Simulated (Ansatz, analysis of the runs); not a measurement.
# A defect in a wire: Ir wire of staggered 4-rings about a central row, divacancy of Ir and Ir, part 3 of 3

What does the defect do to the conductance?

Ansatz 0.2.0; DFT PBE, plane waves, PAW; relaxation of a wire's period (the session's first sound run).

So far, conductance of the lead as this run defines it (G₀): step 3 (bands of the perfect wire) 6.50.

**5. Transmission**

This step: DFT PBE, plane waves, PAW; transmission of a junction in a wire (Ansatz 0.2.0).

The cell is now read as a scatterer between two semi-infinite leads, named by two sites one period apart. The scattering states in its self-consistent potential are matched to the leads' states at each energy. One point across is taken, as for a wire in vacuum.

Contents of input.yaml:

```yaml
crystal:
  lattice:
    - [11.397, 0.0, 0.0]
    - [0.0, 11.397, 0.0]
    - [0.0, 0.0, 34.2155217835]
  atoms:
    - { symbol: Ir, position: [0.3093600948, 0.500014302, 0.0], spin: 0.12 }
    - { symbol: Ir, position: [0.500014302, 0.6906684215, 0.0], spin: 0.12 }
    - { symbol: Ir, position: [0.500014302, 0.3093600948, 0.0], spin: 0.12 }
    - { symbol: Ir, position: [0.6906684215, 0.500014302, 0.0], spin: 0.12 }
    - { symbol: Ir, position: [0.500014302, 0.500014302, 0.0357261248] }
    - { symbol: Ir, position: [0.3651822409, 0.6348463631, 0.0714285761], spin: 0.12 }
    - { symbol: Ir, position: [0.3651822409, 0.3651822409, 0.0714285761], spin: 0.12 }
    - { symbol: Ir, position: [0.6348463631, 0.6348463631, 0.0714285761], spin: 0.12 }
    - { symbol: Ir, position: [0.6348463631, 0.3651822409, 0.0714285761], spin: 0.12 }
    - { symbol: Ir, position: [0.500014302, 0.500014302, 0.1071310274] }
    - { symbol: Ir, position: [0.3093600948, 0.500014302, 0.1428571521], spin: 0.12 }
    - { symbol: Ir, position: [0.500014302, 0.6906684215, 0.1428571521], spin: 0.12 }
    - { symbol: Ir, position: [0.500014302, 0.3093600948, 0.1428571521], spin: 0.12 }
    - { symbol: Ir, position: [0.6906684215, 0.500014302, 0.1428571521], spin: 0.12 }
    - { symbol: Ir, position: [0.500014302, 0.500014302, 0.1785832769] }
    - { symbol: Ir, position: [0.3651822409, 0.6348463631, 0.2142857282], spin: 0.12 }
    - { symbol: Ir, position: [0.3651822409, 0.3651822409, 0.2142857282], spin: 0.12 }
    - { symbol: Ir, position: [0.6348463631, 0.6348463631, 0.2142857282], spin: 0.12 }
    - { symbol: Ir, position: [0.6348463631, 0.3651822409, 0.2142857282], spin: 0.12 }
    - { symbol: Ir, position: [0.500014302, 0.500014302, 0.2499881502] }
    - { symbol: Ir, position: [0.331146793, 0.4159949109, 0.2901787108], spin: 0.12 }
    - { symbol: Ir, position: [0.3920300956, 0.6483694832, 0.2911368724], spin: 0.12 }
    - { symbol: Ir, position: [0.5059507765, 0.2834798631, 0.2700519974], spin: 0.12 }
    - { symbol: Ir, position: [0.6207229973, 0.6511857506, 0.2875910548], spin: 0.12 }
    - { symbol: Ir, position: [0.6406459595, 0.4422655962, 0.3072939839] }
    - { symbol: Ir, position: [0.3664995174, 0.5409635869, 0.3578989406], spin: 0.12 }
    - { symbol: Ir, position: [0.4688993595, 0.3457928402, 0.3415525876], spin: 0.12 }
    - { symbol: Ir, position: [0.5237573923, 0.6996752654, 0.3527931293], spin: 0.12 }
    - { symbol: Ir, position: [0.5940907256, 0.5019398965, 0.3771431306] }
    - { symbol: Ir, position: [0.3808012635, 0.5425633061, 0.4324665014], spin: 0.12 }
    - { symbol: Ir, position: [0.5563585154, 0.6736341142, 0.4246563034], spin: 0.12 }
    - { symbol: Ir, position: [0.469982276, 0.3421402123, 0.4135304757], spin: 0.12 }
    - { symbol: Ir, position: [0.587153286, 0.4789100641, 0.4595719188] }
    - { symbol: Ir, position: [0.3472531368, 0.6481486356, 0.5010952079], spin: 0.12 }
    - { symbol: Ir, position: [0.3430109678, 0.435103185, 0.500853154], spin: 0.12 }
    - { symbol: Ir, position: [0.5614085286, 0.6652085637, 0.5010851832], spin: 0.12 }
    - { symbol: Ir, position: [0.4893939633, 0.2886036676, 0.4829241566], spin: 0.12 }
    - { symbol: Ir, position: [0.55555383, 0.4550390454, 0.5332905082] }
    - { symbol: Ir, position: [0.2634297622, 0.5289542862, 0.5617065588], spin: 0.12 }
    - { symbol: Ir, position: [0.4992033869, 0.7415072387, 0.5640795754], spin: 0.12 }
    - { symbol: Ir, position: [0.3968615425, 0.3482458542, 0.572744181], spin: 0.12 }
    - { symbol: Ir, position: [0.6122287444, 0.4062357638, 0.601743125], spin: 0.12 }
    - { symbol: Ir, position: [0.4515857682, 0.559982978, 0.594922244] }
    - { symbol: Ir, position: [0.5563803633, 0.7009314732, 0.6397270846], spin: 0.12 }
    - { symbol: Ir, position: [0.3054476617, 0.4483638677, 0.6384476945], spin: 0.12 }
    - { symbol: Ir, position: [0.7081345091, 0.5467562516, 0.6453039688], spin: 0.12 }
    - { symbol: Ir, position: [0.4672424322, 0.2933365798, 0.6442809243], spin: 0.12 }
    - { symbol: Ir, position: [0.4976769325, 0.5025300518, 0.6722500141] }
    - { symbol: Ir, position: [0.3093600948, 0.500014302, 0.7142857021], spin: 0.12 }
    - { symbol: Ir, position: [0.500014302, 0.6906684215, 0.7142857021], spin: 0.12 }
    - { symbol: Ir, position: [0.500014302, 0.3093600948, 0.7142857021], spin: 0.12 }
    - { symbol: Ir, position: [0.6906684215, 0.500014302, 0.7142857021], spin: 0.12 }
    - { symbol: Ir, position: [0.500014302, 0.500014302, 0.7500118561] }
    - { symbol: Ir, position: [0.3651822409, 0.6348463631, 0.7857142782], spin: 0.12 }
    - { symbol: Ir, position: [0.3651822409, 0.3651822409, 0.7857142782], spin: 0.12 }
    - { symbol: Ir, position: [0.6348463631, 0.6348463631, 0.7857142782], spin: 0.12 }
    - { symbol: Ir, position: [0.6348463631, 0.3651822409, 0.7857142782], spin: 0.12 }
    - { symbol: Ir, position: [0.500014302, 0.500014302, 0.8214167295] }
    - { symbol: Ir, position: [0.3093600948, 0.500014302, 0.8571428542], spin: 0.12 }
    - { symbol: Ir, position: [0.500014302, 0.6906684215, 0.8571428542], spin: 0.12 }
    - { symbol: Ir, position: [0.500014302, 0.3093600948, 0.8571428542], spin: 0.12 }
    - { symbol: Ir, position: [0.6906684215, 0.500014302, 0.8571428542], spin: 0.12 }
    - { symbol: Ir, position: [0.500014302, 0.500014302, 0.892868979] }
    - { symbol: Ir, position: [0.3651822409, 0.6348463631, 0.9285714303], spin: 0.12 }
    - { symbol: Ir, position: [0.3651822409, 0.3651822409, 0.9285714303], spin: 0.12 }
    - { symbol: Ir, position: [0.6348463631, 0.6348463631, 0.9285714303], spin: 0.12 }
    - { symbol: Ir, position: [0.6348463631, 0.3651822409, 0.9285714303], spin: 0.12 }
    - { symbol: Ir, position: [0.500014302, 0.500014302, 0.9642738816] }
magnetization:
  spin_polarized: true
kpoints:
  mp_grid: { grid: [1, 1, 3] }
scf:
  occupations: { method: fermi_dirac, width: 0.05 }
hamiltonian:
  xc: pbe
output:
  transmission:
    e_range: [-1.5, 1.5]
    de: 0.035
    kmesh: [1, 1]
    reduced_basis: true
    leads: [[58, 0]]
  dos: { projected: true, e_range: [-4, 3] }
  write_potential: true
  write_density: true
  volumetric_format: npy
  elf: true
```

On the command line:

```console
$ ansatz run input.yaml --threads 16 --pin off --max-ram 61440MiB --backend cuda --events-out ev --progress --plain --runs-dir out --max-vram 78GiB
```

Numbers of over 12 decimals in the logs are rounded to 6 here.

Output:

```text
[...]
Crystal: 68 atoms, lattice volume = 4444.309 Å³
Basis set: ecut = 420 eV, 86819 PW (Γ)
Bands: 698, of which v1, the nominal top of the filled ones, is band 578 counted from 1 (577 counted from 0)
Symmetry: 1 space group operations
[...]
k-points: 2 of 3 (time reversal used)
[...]
Starting moments: Σ|m| = 6.48 μB on 54 of 68 sites
[...]
SCF iter   1: F=—  HF=-811450.958298 eV  |F-HF|=—  |Δ(HF+E_count)|=         —  Δρ=1.60e-2 (↑1.60e-2 ↓1.56e-2)  dr2=1.19e2  dr2_m=9.58e-2  M=3.670 μB ∫|m|=3.746 μB  β_m=0.30  ethr=3.10e-3  ⟨swp⟩=7.0  Hψ=11302  notcnv=0  defer=161
[...]
SCF iter   2: F=—  HF=-811447.466265 eV  |F-HF|=—  |Δ(HF+E_count)|=    3.49e0  Δρ=9.53e-3 (↑9.53e-3 ↓9.20e-3)  dr2=2.89e1  dr2_m=5.55e-2  M=3.691 μB ∫|m|=3.782 μB  β_m=0.39  ethr=3.10e-3  ⟨swp⟩=2.0  Hψ=4725  notcnv=0  defer=174
[...]
SCF iter  18: F=—  HF=-811456.991649 eV  |F-HF|=—  |Δ(HF+E_count)|=         —  Δρ=1.03e-3 (↑1.03e-3 ↓1.03e-3)  dr2=3.84e-4  dr2_m=4.31e-2  M=6.380 μB ∫|m|=8.447 μB  β_m=1.00  ethr=4.94e-10  ⟨swp⟩=3.0  Hψ=5847  notcnv=0  defer=175
[...]
SCF iter  23: F=—  HF=-811456.946434 eV  |F-HF|=—  |Δ(HF+E_count)|=   7.47e-5  Δρ=2.63e-5 (↑2.46e-5 ↓2.63e-5)  dr2=3.16e-5  dr2_m=2.33e-5  M=6.090 μB ∫|m|=8.173 μB  β_m=0.95  ethr=2.94e-9  ⟨swp⟩=3.0  Hψ=6370  notcnv=0  defer=175
[...]
SCF iter  43: F=—  HF=-811456.946489 eV  |F-HF|=—  |Δ(HF+E_count)|=   4.25e-8  Δρ=7.67e-7 (↑7.67e-7 ↓7.24e-7)  dr2=5.12e-8  dr2_m=1.89e-8  M=6.090 μB ∫|m|=8.188 μB  β_m=0.99  ethr=1.33e-11  ⟨swp⟩=2.0  Hψ=5056  notcnv=0  defer=175
SCF iter  44: F=—  HF=-811456.946489 eV  |F-HF|=—  |Δ(HF+E_count)|=   2.54e-8  Δρ=4.63e-7 (↑3.99e-7 ↓4.63e-7)  dr2=3.50e-8  dr2_m=2.21e-9  M=6.090 μB ∫|m|=8.189 μB  β_m=0.84  ethr=4.43e-12  ⟨swp⟩=18.5  Hψ=11807  notcnv=0
[...]
SCF 1 converged in 45 iterations: F = -811456.946489 eV  dr2 = 2.19e-9
[...]
SCF converged after 45 iterations
[...]
--- Transmission ---
  basis      : 1137 plane waves across, 81 finite elements along
  points     : 1, standing for a mesh of 1 x 1
  on the GPU : 1 up, 1 down of these points
[...]
crystal 0  : Ir10, at the sites [58, 0], period 4.8879 Å, over 19.55 Å; its Hamiltonian steps by up to 477.0 meV: too much for a lead, lay more layers or, if its atoms are ordered, name the step of that order
[...]
filled         : 5.3 meV over the level at which it is neutral
    channels       : 7.000000e0 up, 7.000000e0 down
[...]
junction   : crystal 0 to crystal 0, 0.61 to 29.94 Å
    transmission   : 8.598661e-1 up, 1.085720e0 down
    conductance    : 6.4559e13 S/m² at 300 K (6.0811e13 on every other energy)
    error estimate : 5.8 % from the energy spacing and 146.6 % from band edges of the leads and from resonances (wavevectors taken as independent; lower de), 543.9 % from the steps of its leads' Hamiltonians or their offsets (lay more layers), 2.0 % from the distance to neutral
    resistance     : 1.2866e-2 Ω µm² beyond half of each lead's own
```

Elapsed: 18 min, on 1 × NVIDIA GB200 with 16 threads of Arm Neoverse V2, shared host; peak memory 19 GiB.

Numbers from this step:

* energy at zero smearing: -811456.4795 eV
* total moment: 6.090 μB
* absolute moment: 8.200 μB
* transmission at the Fermi level, spin up: 0.8599
* transmission at the Fermi level, spin down: 1.086
* channels at the energy nearest the Fermi level, spin up: 7
* potential step in the lower lead: 477 meV
* conductance of the junction: 1.082 G₀

The transmission by energy, zero at the Fermi level:

```tsv
energy (eV)	spin up	spin down
-1.395	1.66	1.81
-1.185	2.20	1.94
-1.150	2.96	2.46
-1.115	2.35	2.89
-1.010	1.86	1.9
-0.800	2.37	2.06
-0.765	2.41	1.94
-0.660	1.92	2.45
-0.625	2.29	2.11
-0.590	2.17	2.45
-0.450	2.46	2.09
-0.415	2.39	1.82
-0.205	1.51	1.63
0.005	0.860	1.09
0.215	1.16	1.46
0.390	1.58	1.46
0.600	1.59	1.23
0.775	2.28	2.04
0.810	1.41	1.90
0.985	1.32	1.81
1.195	2.29	2.14
1.405	2.48	2.41
```

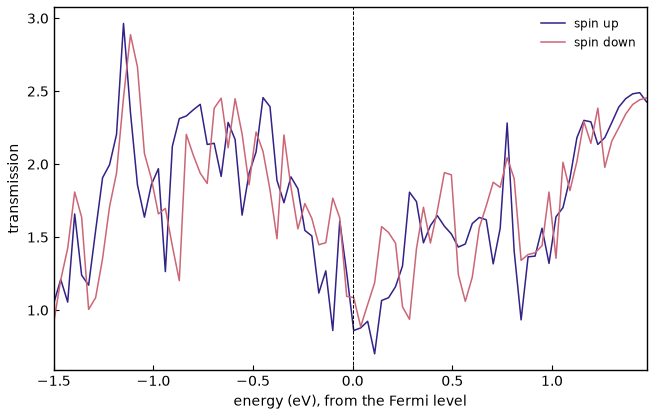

Transmission, plotted against energy.

The open channels of the lead by energy, zero at the Fermi level:

```tsv
energy (eV)	spin up	spin down
-1.395	7	5
-1.185	7	6
-1.010	6	6
-0.800	14	9
-0.590	10	10
-0.415	12	12
-0.205	8	8
0.005	7	7
0.215	7	5
0.390	7	7
0.600	5	5
0.810	5	6
0.985	5	6
1.195	5	5
1.405	6	6
```

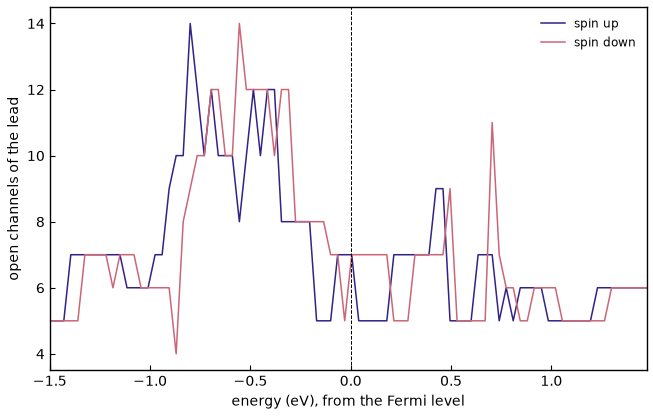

Open channels of the lead against energy.

Site moment by element, in μB:

```tsv
element	atoms	mean	spread (r.m.s.)	least	largest
Ir	68	0.071	0.096	-0.204	0.320
```

The atoms farthest from the mean of their element:

```tsv
atom	x, y, z (Å)	site moment (μB)
Ir29	6.77, 5.72, 12.90	-0.204
Ir26	4.18, 6.17, 12.25	-0.201
Ir23	5.77, 3.23, 9.24	0.320
Ir34	3.96, 7.39, 17.15	0.302
Ir21	3.77, 4.74, 9.93	0.294
Ir35	3.91, 4.96, 17.14	0.286
Ir22	4.47, 7.39, 9.96	0.256
Ir28	5.97, 7.97, 12.07	-0.073
```

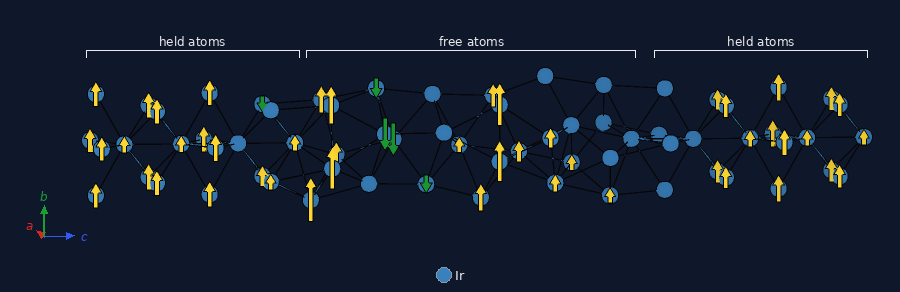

Site moment as arrows, the longest 0.320 μB. Up and down stand for the sign. Arrows give size and sign along the axis of quantisation, drawn up and down the page. Each arrow also spans its atom, so small moments look longer than they are. The two directions have two colours.

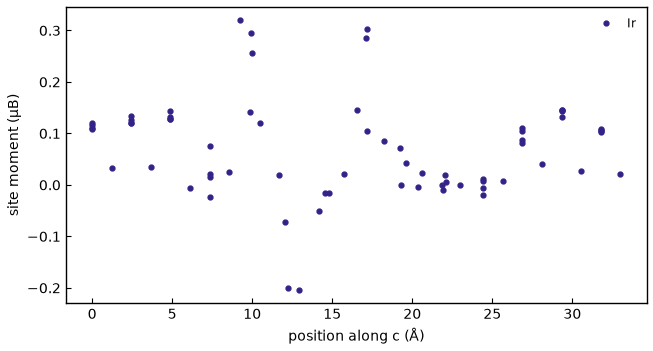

Site moment along the cell.

By hand: the program gives 6.4559 × 10^13 S/m² over the cell's cross-section of 129.89 Å² = 1.299 × 10^-18 m², so one cell conducts 8.386 × 10^-5 S. Divided by G0 = 2e²/h = 7.748 × 10^-5 S this is 1.08 G0, a resistance of 11.9 kΩ.

The conductance is 1.08 G₀, with 7 spin-up and 7 spin-down channels open in the lead. The lead that this run cuts from its own cell is not the perfect wire: it conducts 6.35 G₀ against 6.50 G₀ and steps by 477 meV, through another magnetic order, a shifted level or moved atoms, so the run fails as a measure of the defect. The lead's Hamiltonian steps by 477.0 meV, which the program calls too much for a lead. The largest term of the program's error estimate is 544 %, from the steps of its leads' Hamiltonians or their offsets.

**6. Conductance and thermopower from T(E)**

This step: Landauer integrals over the computed T(E), interpolated linearly between its energies (analysis of the runs above).

Conductance and thermopower are moments of T(E) over the thermal window; sliding the window along E stands for a gate that leaves T(E) rigid.

Numbers from this step:

```yaml
conductance_at_300_k_interpolated_from_t_e: 1.087 G₀
thermopower_at_300_k: 21.53 μV/K
lorenz_number_over_l0: 1.084
spin_polarisation_of_the_transmission: -8.533 %
```

T(E) held rigid; rough near sharp steps of T(E). Table of conductance at 300 K by shift of the leads' level:

```tsv
shift of the leads' level (eV)	conductance at 300 K (G₀)
-1.0	1.85
-0.8	2.14
-0.6	2.16
-0.4	1.98
-0.2	1.50
0.0	1.09
0.2	1.27
0.4	1.60
0.6	1.45
0.8	1.68
1.0	1.58
```

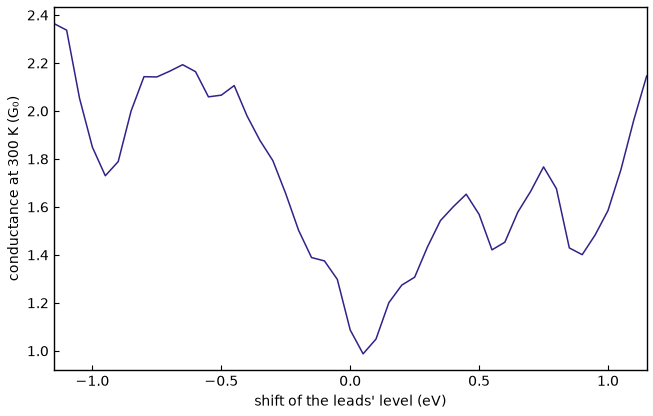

Conductance at 300 K, plotted against shift of the leads' level.

T(E) held rigid; rough near sharp steps of T(E). The thermopower at 300 K by shift of the leads' level:

```tsv
shift of the leads' level (eV)	thermopower at 300 K (μV/K)
-1.0	12.2
-0.8	-4.24
-0.6	4.55
-0.4	9.60
-0.2	13.7
0.0	21.5
0.2	-5.05
0.4	-5.28
0.6	-9.00
0.8	17.0
1.0	-12.0
```

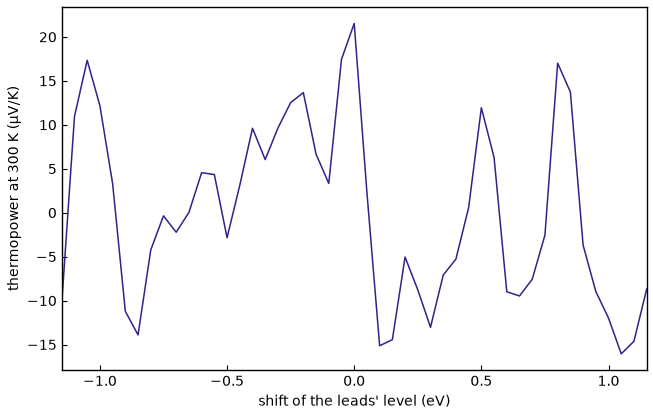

Thermopower at 300 K, plotted against shift of the leads' level.

The two levels move by half the bias each and T(E) is held rigid. Current from the zero-bias T(E) against bias:

```tsv
bias (V)	current from the zero-bias T(E) (μA)
0.000	0
0.100	8.58
0.200	17.7
0.300	27.4
0.400	37.8
0.500	48.9
0.600	60.9
0.700	73.8
0.800	87.3
0.900	102
1.000	116
1.100	130
1.200	143
1.300	158
1.400	172
1.500	188
1.600	203
1.700	217
1.800	229
1.900	242
2.000	254
```

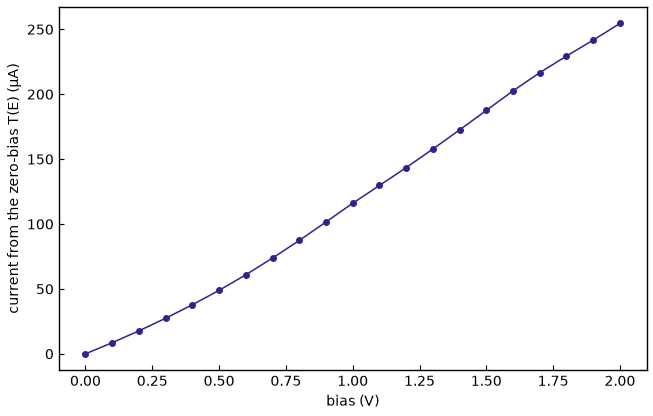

Current from the zero-bias T(E), plotted against bias.

By hand, Mott's formula: S = −(π²k²T/3e) d ln T/dE, and π²k²T/3e = 7.33 μV/K × eV at 300 K. The computed T is 3.24 at -0.065 eV and 1.96 at +0.075 eV (both spins added), so d ln T/dE ≈ -3.59 per eV and S ≈ 26.3 μV/K, against 21.5 from the integrals.

The thermopower is 21.5 μV/K. The Lorenz ratio is 1.08, where the Wiedemann-Franz law gives 1. Moving the level by up to 0.1 eV either way gives -15 to 22 μV/K.

**7. Summary of results**

- conductance of the perfect wire: 6.50 G₀
- conductance, divacancy of Ir and Ir: 1.08 G₀ (on a lead unlike the perfect wire, no measure of the defect) (one error term of 544 %, so a rough value at best)
- thermopower, divacancy of Ir and Ir: 21.5 μV/K (rough, as the conductance is)

In words: The lead that this run cuts from its own cell is not the perfect wire: it conducts 6.35 G₀ against 6.50 G₀ and steps by 477 meV, through another magnetic order, a shifted level or moved atoms, so the run fails as a measure of the defect. Transport is coherent and elastic here: the atoms are frozen, so scattering by vibrations plays no part. In the perfect wire the moments were started parallel, and no opposed start was run. Spin-orbit coupling is left out, which matters for the bands of heavy atoms. No search over magnetic orders was made; another may lie lower. In 1 run the program finds the step of the lead's Hamiltonian too large, so longer leads may change the transmission. One term of the program's error estimate for a conductance, of a junction or of the perfect wire, reaches 544 % in this session. A relaxation stopped at its step or time limit before it met its force limit, and the later steps went on from its last geometry, which is not a minimum.

[Logs are printed without paths, hosts, clocks, repeated set-up lines and the standing remarks that a program may print on its own settings, such as how far it seeks lower states.]

[Hosts, paths, dates, database ids (printed as entryN), source tags and the programs' standing remarks are cut or masked in the printed files.]
